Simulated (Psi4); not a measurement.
# UMP2/def2-SVPD run of C2H3BF (SMILES C=[C]BF)

What is the vertical ionisation energy of C2H3BF at UMP2/def2-SVPD? 

Program for the calculation: Psi4 1.11.

1 further run of the same task is left out (set aside as unsound or not needed).

### Step 1. The system as given

The species is C2H3BF (7 atoms), meant as a doublet with charge 0. SMILES: `C=[C]BF`. The coordinates come from a GFN2-xTB relaxation.

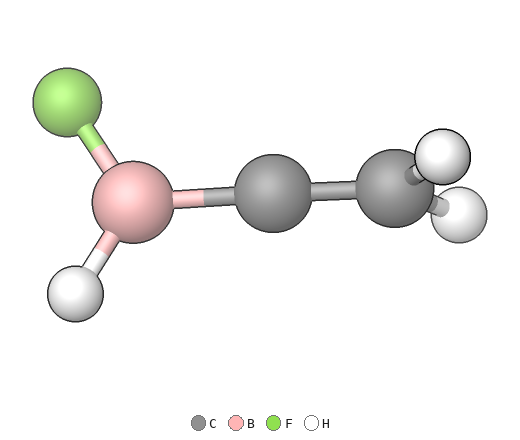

The structure, seen from a chosen angle (carbon grey, boron pink, fluorine green, hydrogen white).

### Step 2. The energy at UMP2/def2-SVPD

calc.dat reads:

```
memory 1600 mb

molecule mol {
  0 2
  C     -0.739240     1.166810     0.113650
  C     -0.055700     0.085330     0.002100
  B      0.727900    -1.161970    -0.160850
  F      1.279660    -1.738220     0.911270
  H     -0.299040     2.156100     0.042360
  H     -1.809590     1.177770     0.290350
  H      0.896010    -1.685820    -1.198900
  symmetry c1
  no_reorient
  no_com
}

set basis def2-SVPD
set reference uhf
set puream true
set e_convergence 1e-09
set d_convergence 1e-08
set scf_type pk
set num_frozen_docc 4
set mp2_type conv
set maxiter 200

energy_value = energy('mp2')
```

Launch:

```bash
$ psi4 calc.dat calc.out -n 1
```

calc.out:

```text
[...]
  Running in c1 symmetry.
[...]
  Nuclear repulsion =   88.617305522116666
[...]
  Multiplicity = 2
[...]
  Nalpha       = 15
  Nbeta        = 14
[...]
    Number of basis functions: 107
[...]
   @UHF iter   1:  -201.35587432944689   -1.02373e+00   3.23346e-03 ADIIS/DIIS
[...]
   @UHF iter  18:  -201.44046413013933   -4.14957e-12   6.07583e-09 DIIS
[...]
   @S^2 Observed:                8.811662543E-01
[...]
    Orbital Energies [Eh]
    ---------------------
    Alpha Occupied:
       1A    -26.292627     2A    -11.264887     3A    -11.251474
       4A     -7.672452     5A     -1.583255     6A     -1.064477
       7A     -0.841362     8A     -0.754396     9A     -0.696261
      10A     -0.678468    11A     -0.661307    12A     -0.634930
      13A     -0.531344    14A     -0.423016    15A     -0.388919
    Alpha Virtual:
      16A      0.076149    17A      0.111990    18A      0.129522
      19A      0.132724    20A      0.157282    21A      0.169779
      22A      0.192725    23A      0.194153    24A      0.226712
      25A      0.231914    26A      0.244502    27A      0.254761
[...]
  @UHF Final Energy:  -201.44046413013933
   => Energetics <=
    Nuclear Repulsion Energy =             88.6173055221166663
    One-Electron Energy =                -451.2222740771819076
    Two-Electron Energy =                 161.1645044249258945
    Total Energy =                       -201.4404641301393326
  UHF NO Occupations:
  HONO-2 :   13  A 1.9966563
  HONO-1 :   14  A 1.9390534
[...]
 Multipole Moments:
 ------------------------------------------------------------------------------------
     Multipole            Electronic (a.u.)      Nuclear  (a.u.)        Total (a.u.)
 ------------------------------------------------------------------------------------
 L = 1.  Multiply by 2.5417464519 to convert [e a0] to [Debye]
 Dipole X            :        -17.7950173           17.3366876           -0.4583297
 Dipole Y            :         23.8545035          -23.2302899            0.6242136
 Dipole Z            :        -13.9759073           13.6541972           -0.3217101
 Magnitude           :                                                    0.8385739
[...]
	SCS-MP2 Total Energy (a.u.)        :  -201.94188263159540
	SOS-MP2 Total Energy (a.u.)        :  -201.89862533752552
	SCSN-MP2 Total Energy (a.u.)       :  -201.66886264282826
[...]
	SOS-PI-MP2 Total Energy (a.u.)     :  -201.97498553875656
[...]
	MP2 Total Energy (a.u.)            :  -201.95203701850409
[...]
```

It took 9.3 s on 1 thread of AMD EPYC 9R45 (Zen 5), shared host; peak memory 0.72 GiB.

### Step 3. The singlet cation, same level

job.inp reads:

```
memory 1600 mb

molecule {
  1 1
  C     -0.739240     1.166810     0.113650
  C     -0.055700     0.085330     0.002100
  B      0.727900    -1.161970    -0.160850
  F      1.279660    -1.738220     0.911270
  H     -0.299040     2.156100     0.042360
  H     -1.809590     1.177770     0.290350
  H      0.896010    -1.685820    -1.198900
  symmetry c1
  no_reorient
  no_com
}

set {
  basis def2-SVPD
  reference rhf
  puream true
  e_convergence 1e-09
  d_convergence 1e-08
  scf_type pk
  num_frozen_docc 4
  mp2_type conv
}

e = energy('mp2')
```

Launch:

```bash
$ psi4 -n 1 job.inp job.out
```

job.out:

```text
[...]
  Running in c1 symmetry.
[...]
  Nuclear repulsion =   88.617305522116666
[...]
  Multiplicity = 1
[...]
  Nalpha       = 14
  Nbeta        = 14
[...]
    Number of basis functions: 107
[...]
   @RHF iter   1:  -201.02436375365690   -6.92215e-01   3.12132e-03 ADIIS/DIIS
[...]
   @RHF iter  13:  -201.10508859507354   -4.80327e-12   5.58505e-09 DIIS
[...]
    Orbital Energies [Eh]
    ---------------------
    Doubly Occupied:
       1A    -26.512685     2A    -11.618898     3A    -11.555864
       4A     -7.931189     5A     -1.794858     6A     -1.351813
       7A     -1.107435     8A     -0.984264     9A     -0.942658
      10A     -0.904019    11A     -0.891962    12A     -0.870382
      13A     -0.764675    14A     -0.703713
[...]
  @RHF Final Energy:  -201.10508859507354
   => Energetics <=
    Nuclear Repulsion Energy =             88.6173055221166663
    One-Electron Energy =                -443.5759607309155399
    Two-Electron Energy =                 153.8535666137253202
    Total Energy =                       -201.1050885950735392
[...]
 Multipole Moments:
 ------------------------------------------------------------------------------------
     Multipole            Electronic (a.u.)      Nuclear  (a.u.)        Total (a.u.)
 ------------------------------------------------------------------------------------
 L = 1.  Multiply by 2.5417464519 to convert [e a0] to [Debye]
 Dipole X            :        -18.0771646           17.3366876           -0.7404770
 Dipole Y            :         24.2994585          -23.2302899            1.0691686
 Dipole Z            :        -13.9336408           13.6541972           -0.2794436
 Magnitude           :                                                    1.3302317
[...]
	SCS-MP2 Total Energy (a.u.)        :  -201.60487827965395
	SOS-MP2 Total Energy (a.u.)        :  -201.56405307251188
	SCSN-MP2 Total Energy (a.u.)       :  -201.32064568878354
[...]
	SOS-PI-MP2 Total Energy (a.u.)     :  -201.64054715208493
[...]
	MP2 Total Energy (a.u.)            :  -201.61003461436493
[...]
```

Run time: 7.2 s. Hardware: 1 thread of AMD EPYC 9R45 (Zen 5), shared host; peak memory 0.72 GiB.

### Step 4. What came out

Level: UMP2/def2-SVPD, 4 core orbitals frozen.

```
                                                                  quantity          value
                                              doublet C2H3BF: total energy  -201.95204 Eh
doublet C2H3BF: HOMO energy (Hartree–Fock orbitals) (highest over α and β)      -10.58 eV
 doublet C2H3BF: LUMO energy (Hartree–Fock orbitals) (lowest over α and β)        1.07 eV
               doublet C2H3BF: correlation energy (4 core orbitals frozen)     -511.6 mEh
                         doublet C2H3BF: ⟨S²⟩ of the reference determinant          0.881
                                              singlet cation: total energy  -201.61003 Eh
                       singlet cation: HOMO energy (Hartree–Fock orbitals)      -19.15 eV
                       singlet cation: LUMO energy (Hartree–Fock orbitals)       -7.65 eV
                     singlet cation: HOMO–LUMO gap (Hartree–Fock orbitals)       11.50 eV
               singlet cation: correlation energy (4 core orbitals frozen)     -504.9 mEh
                        vertical ionisation energy (to the singlet cation)       9.306 eV
```

**Reading.** Removing an electron at fixed nuclei costs 9.31 eV (898 kJ/mol). Only the singlet of the ionised species was computed; a triplet could lie lower. ⟨S²⟩ (doublet C2H3BF) is 0.88 where a pure doublet has 0.75: the reference is spin-contaminated.
